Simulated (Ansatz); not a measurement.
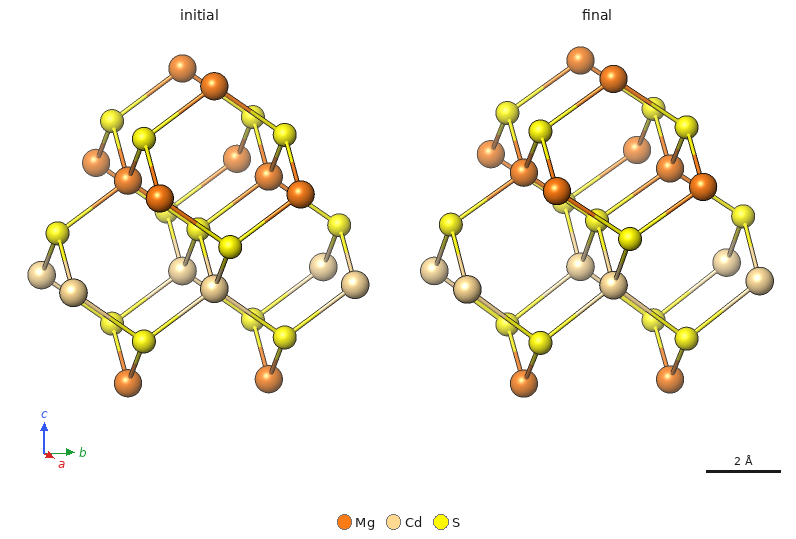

The structure of crystalline Mg$_{3}$Cd$_{2}$S$_{5}$ (a generated structure, set up in I-4m2) (coarse preliminary run) before (left) and after (right) a relaxation, at one scale.

Style: ball-and-stick. Shown: the atoms within 5.0 Å of the atom that moves most (axes of the conventional cell (2 times the calculation's cell)), slightly off an axis. Lengths and directions refer to the drawn axes.

Method: Ansatz 0.2.0, DFT PBE, scalar-relativistic, plane waves, PAW.

Input
```yaml
crystal:
  lattice:
    - [-1.97239362, 1.97239362, 13.94692905]
    - [1.97239362, -1.97239362, 13.94692905]
    - [1.97239362, 1.97239362, -13.94692905]
  atoms:
    - { symbol: Mg, position: [0.7, 0.7, 0.0] }
    - { symbol: Mg, position: [0.3, 0.3, 0.0] }
    - { symbol: Mg, position: [0.5, 0.5, 0.0] }
    - { symbol: Cd, position: [0.9, 0.9, 0.0] }
    - { symbol: Cd, position: [0.1, 0.1, 0.0] }
    - { symbol: S, position: [0.35, 0.85, 0.5] }
    - { symbol: S, position: [0.95, 0.45, 0.5] }
    - { symbol: S, position: [0.55, 0.05, 0.5] }
    - { symbol: S, position: [0.15, 0.65, 0.5] }
    - { symbol: S, position: [0.75, 0.25, 0.5] }
basis:
  ecutwfc: 420
kpoints:
  mp_grid: { grid: [6, 6, 6] }
hamiltonian:
  xc: pbe
scf:
  occupations: { method: gaussian, width: 0.1 }
  lower_state_search: "off"
output:
  forces: true
  stress: true
  eigenvalues: true
relax:
  adjacent_minimum: "off"
  f_tol: 0.04
  max_steps: 70
  cell: { stress_tol: 0.4 }
```

Run as
```bash
ansatz run input.yaml --threads 4 --pin off --max-ram 8192MiB --backend cpu --events-out ev --progress --plain --runs-dir out
```

> Summarise the run.

After 2 accepted moves (3 points after the start) the energy has fallen by 74.1 meV per atom. Largest force component: 1 eV/Å at the start, 0.0092 eV/Å at the end. Pressure: 8.15 GPa at the start and 0.20 GPa at the end. At 1 point the geometry stayed and the basis and grid were re-selected for the new cell (energy shift of 0.2 meV per atom at most each time). The largest moves relative to the cell, 0.12 Å, are those of S6 and S9. S9 goes along +c. By element the largest moves are S 0.12 Å, Mg 0.05 Å, Cd 0.03 Å. The volume changes by +11.2 %, with a = b 3.945 → 4.094 Å (+3.8 %), c 27.894 → 28.797 Å (+3.2 %). Some distances before and after: Cd5–S8 2.416 → 2.556 Å, Mg1–S10 2.416 → 2.474 Å. Bond angles that change, for instance: Cd5–S8–Cd5 109.5° → 106.5°, S8–Cd5–S8 109.5° → 106.5°, S9–Mg1–S9 109.5° → 112.2°. The space group stays I-4m2 (No. 119). The run took 58 s on 4 threads of Intel(R) Xeon(R) Processor @ 2.50GHz (Skylake/Cascade Lake) (shared host), peak memory 0.82 GiB.
